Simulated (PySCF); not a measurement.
**[Dy(H2O)]3+: forces at shaken geometries**

Aim: move all atoms of relaxed [Dy(H2O)]3+ at random and read energies and forces. The species was built from a template and needn't be a known compound.

Method: PBE0, Dy lcecp-1-SVP with ECP55, O def2-SVP, H def2-SVP; scalar-relativistic core potentials, no spin–orbit coupling; program: PySCF 2.14.0.

3 further runs of the same task are left out: 2 for a known fault of the program, 1 that didn't finish.

## (1) Starting geometry

4 atoms, charge 3, spin multiplicity 1.

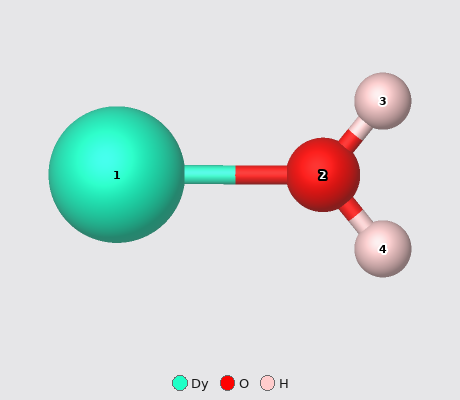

The structure; dysprosium teal, oxygen red, hydrogen pink; atoms are numbered from 1 in the order of the file.

As a file:

```csv
atom,x (Å),y (Å),z (Å)
Dy1,0.0000,0.0000,-0.0615
O2,0.0000,0.0000,2.1093
H3,0.7802,0.0000,2.7397
H4,-0.7802,0.0000,2.7397
```

Formal oxidation states: Dy +3. Each metal's 9 4f electrons lie in its core potential, so multiplicities, spins and levels count the valence alone. An earlier session relaxed this geometry at PBE0, Dy lcecp-1-SVP with ECP55, O def2-SVP, H def2-SVP (singlet, point group C2v).

Its energy there is -112.008149 Eh.

## (2) Atoms moved at random, σ = 0.06 Å

File run.py (the lines that set the calculation):

```python
mol = gto.M(atom='''
Dy     0.04295     0.01159    -0.14488
O      0.01806     0.04925     2.10053
H      0.67969    -0.05260     2.81333
H     -0.74070    -0.00825     2.75824''',
    basis={'Dy': 'lcecp-1-SVP', 'O': 'def2-SVP', 'H': 'def2-SVP'},
    ecp={'Dy': 'lcecp-1-SVP'},
    charge=3, spin=0)
mf = dft.RKS(mol, xc='PBE0')
mf.grids.atom_grid = (50, 194)  # f atoms: unpruned, at least (60, 302)
mf = mf.density_fit()  # fitting sets: Dy AutoAux, O def2-universal-JKFIT, H def2-universal-JKFIT
mf.conv_tol = 1e-08; mf.max_cycle = 55
mf.kernel(dm0)  # dm0: the density of the relaxed state
```

Launch:

```bash
> OMP_NUM_THREADS=2 python run.py
```

The log of the run:

```text
init E= -111.978238850654
  HOMO = -1.03404658027309  LUMO = -0.764962869796348  gap/eV = 7.32214
cycle= 1 E= -112.001874250564  delta_E= -0.0236  |g|= 0.0447  |ddm|= 0.19
  HOMO = -1.00881426511463  LUMO = -0.766623805598057  gap/eV = 6.59034
cycle= 2 E= -112.001520993081  delta_E= 0.000353  |g|= 0.0637  |ddm|= 0.0783
  HOMO = -1.02112845709954  LUMO = -0.765113117522499  gap/eV = 6.96653
cycle= 3 E= -112.002305634908  delta_E= -0.000785  |g|= 0.00587  |ddm|= 0.0434
  HOMO = -1.02062287667833  LUMO = -0.764789652530082  gap/eV = 6.96158
cycle= 4 E= -112.002311979773  delta_E= -6.34e-06  |g|= 0.000804  |ddm|= 0.00451
  HOMO = -1.02071059785446  LUMO = -0.764722696793225  gap/eV = 6.96579
cycle= 5 E= -112.002312125115  delta_E= -1.45e-07  |g|= 0.000134  |ddm|= 0.000789
  HOMO = -1.02071368285222  LUMO = -0.764748628553857  gap/eV = 6.96516
cycle= 6 E= -112.002312130185  delta_E= -5.07e-09  |g|= 1.76e-05  |ddm|= 0.00016
  HOMO = -1.02070633985937  LUMO = -0.764748996723808  gap/eV = 6.96495
Extra cycle  E= -112.002312130235  delta_E= -5e-11  |g|= 1.95e-05  |ddm|= 3.45e-05
converged SCF energy = -112.002312130235
```

Run time: 1.1 s. Hardware: 2 threads of Arm Neoverse V1, shared host.

Result: E = -112.002312 Eh (+0.159 eV from the relaxed state), HOMO -27.77 eV, LUMO -20.81 eV, Mulliken charge on Dy1 +2.59 e, largest force component 1.658 eV/Å. 

```csv
atom,Fx,Fy,Fz (eV/Å)
Dy1,0.045,0.085,0.933
O2,-1.053,-0.351,-0.401
H3,1.658,0.047,0.159
H4,-0.650,0.219,-0.690
```

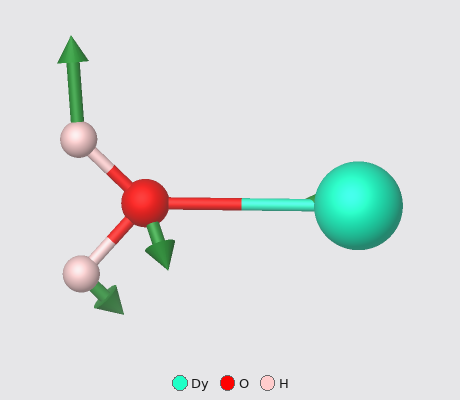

Forces as arrows, the longest for the largest force.

## (3) Atoms moved at random, σ = 0.03 Å

Changes to run.py (the lines that set the calculation) since step 2:

```diff
@@ -1,6 +1,6 @@
 mol = gto.M(atom='''
-Dy     0.04295     0.01159    -0.14488
-O      0.01806     0.04925     2.10053
-H      0.67969    -0.05260     2.81333
-H     -0.74070    -0.00825     2.75824''',
+Dy     0.00757    -0.03901    -0.04972
+O     -0.02246     0.03128     2.18956
+H      0.79175    -0.01579     2.64725
+H     -0.77686     0.02353     2.74014''',
     basis={'Dy': 'lcecp-1-SVP', 'O': 'def2-SVP', 'H': 'def2-SVP'},
```

Launch:

```bash
> OMP_NUM_THREADS=2 python run.py
```

The log of the run:

```text
init E= -112.089430203576
  HOMO = -1.00459374664942  LUMO = -0.755050380075281  gap/eV = 6.79042
cycle= 1 E= -111.995207148572  delta_E= 0.0942  |g|= 0.0699  |ddm|= 0.196
  HOMO = -1.0570269147128  LUMO = -0.766723698305306  gap/eV = 7.89955
cycle= 2 E= -111.993994868085  delta_E= 0.00121  |g|= 0.111  |ddm|= 0.123
  HOMO = -1.03654102965364  LUMO = -0.769262710172046  gap/eV = 7.27301
cycle= 3 E= -111.996326072749  delta_E= -0.00233  |g|= 0.00429  |ddm|= 0.0691
  HOMO = -1.03558154332215  LUMO = -0.769765188933252  gap/eV = 7.23323
cycle= 4 E= -111.996330156442  delta_E= -4.08e-06  |g|= 0.000742  |ddm|= 0.00403
  HOMO = -1.03543311538083  LUMO = -0.769646781852448  gap/eV = 7.23241
cycle= 5 E= -111.996330285008  delta_E= -1.29e-07  |g|= 0.0001  |ddm|= 0.000759
  HOMO = -1.03545457302435  LUMO = -0.769651551731306  gap/eV = 7.23287
cycle= 6 E= -111.996330288238  delta_E= -3.23e-09  |g|= 2.39e-05  |ddm|= 0.00015
  HOMO = -1.03544808133111  LUMO = -0.769654122227542  gap/eV = 7.23262
Extra cycle  E= -111.996330288371  delta_E= -1.33e-10  |g|= 1.65e-05  |ddm|= 4.67e-05
converged SCF energy = -111.996330288371
```

Run time: 1.2 s. Hardware: 2 threads of Arm Neoverse V1, shared host.

Result: E = -111.996330 Eh (+0.322 eV from the relaxed state), HOMO -28.18 eV, LUMO -20.94 eV, Mulliken charge on Dy1 +2.57 e, largest force component 5.404 eV/Å. 

```csv
atom,Fx,Fy,Fz (eV/Å)
Dy1,-0.121,0.063,0.428
O2,0.124,-0.009,-5.404
H3,2.245,-0.078,2.424
H4,-2.247,0.024,2.553
```

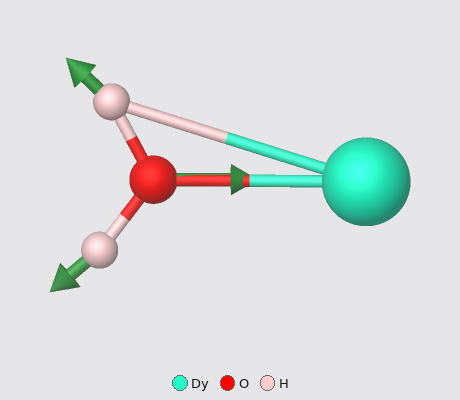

Forces as arrows, the longest for the largest force.

## (4) Atoms moved at random, σ = 0.1 Å

Changes to run.py (the lines that set the calculation) since step 3:

```diff
@@ -1,6 +1,6 @@
 mol = gto.M(atom='''
-Dy     0.00757    -0.03901    -0.04972
-O     -0.02246     0.03128     2.18956
-H      0.79175    -0.01579     2.64725
-H     -0.77686     0.02353     2.74014''',
+Dy    -0.09689    -0.00626    -0.09389
+O      0.09401     0.18113     2.12577
+H      0.80818    -0.08905     2.72335
+H     -0.80529    -0.08583     2.77200''',
     basis={'Dy': 'lcecp-1-SVP', 'O': 'def2-SVP', 'H': 'def2-SVP'},
```

Launch:

```bash
> OMP_NUM_THREADS=2 python run.py
```

The log of the run:

```text
init E= -111.781599213188
  HOMO = -1.10028878872852  LUMO = -0.793283993224552  gap/eV = 8.35403
cycle= 1 E= -111.979502985637  delta_E= -0.198  |g|= 0.209  |ddm|= 0.425
  HOMO = -0.958950677312075  LUMO = -0.769678930938512  gap/eV = 5.15035
cycle= 2 E= -111.960608918544  delta_E= 0.0189  |g|= 0.376  |ddm|= 0.404
  HOMO = -1.01976708387411  LUMO = -0.761949534860652  gap/eV = 7.01557
cycle= 3 E= -111.989022238128  delta_E= -0.0284  |g|= 0.0149  |ddm|= 0.254
  HOMO = -1.01972986015973  LUMO = -0.762192767346373  gap/eV = 7.00794
cycle= 4 E= -111.989067761044  delta_E= -4.55e-05  |g|= 0.00232  |ddm|= 0.0129
  HOMO = -1.02002385254601  LUMO = -0.762317668008861  gap/eV = 7.01254
cycle= 5 E= -111.989069072038  delta_E= -1.31e-06  |g|= 0.000389  |ddm|= 0.00241
  HOMO = -1.02006995466106  LUMO = -0.762276138997072  gap/eV = 7.01493
cycle= 6 E= -111.989069116018  delta_E= -4.4e-08  |g|= 6.33e-05  |ddm|= 0.000484
  HOMO = -1.02005800911753  LUMO = -0.762273059540909  gap/eV = 7.01469
cycle= 7 E= -111.989069117359  delta_E= -1.34e-09  |g|= 1.82e-05  |ddm|= 9.06e-05
  HOMO = -1.0200491671706  LUMO = -0.762277666921804  gap/eV = 7.01432
Extra cycle  E= -111.989069117288  delta_E= 7.14e-11  |g|= 2.84e-05  |ddm|= 3.77e-05
converged SCF energy = -111.989069117288
```

It took 1.2 s on 2 threads of Arm Neoverse V1, shared host.

Read off: E = -111.989069 Eh (+0.519 eV from the relaxed state), HOMO -27.76 eV, LUMO -20.74 eV, Mulliken charge on Dy1 +2.55 e, largest force component 4.375 eV/Å. 

```csv
atom,Fx,Fy,Fz (eV/Å)
Dy1,0.257,0.345,0.667
O2,-4.375,-1.707,0.214
H3,1.263,0.086,0.846
H4,2.856,1.275,-1.726
```

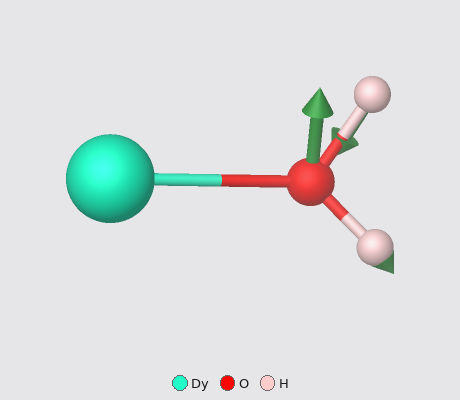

Forces as arrows, the longest for the largest force.

## (5) The displacements side by side

| σ (Å) | energy rise (eV) | harmonic estimate −½ F·u (eV) | largest force component (eV/Å) |
| --- | --- | --- | --- |
| 0.06 | 0.159 | 0.153 | 1.66 |
| 0.03 | 0.322 | 0.319 | 5.40 |
| 0.1 | 0.519 | 0.494 | 4.38 |

Every displacement raises the energy. For a harmonic well the rise equals −½ F·u; the two differ by at most 5 % here (a move with σ = 0.1 Å), from anharmonicity, the grid and the small forces left at the relaxed point. The bases are small and lack diffuse functions. Spin–orbit coupling is left out.
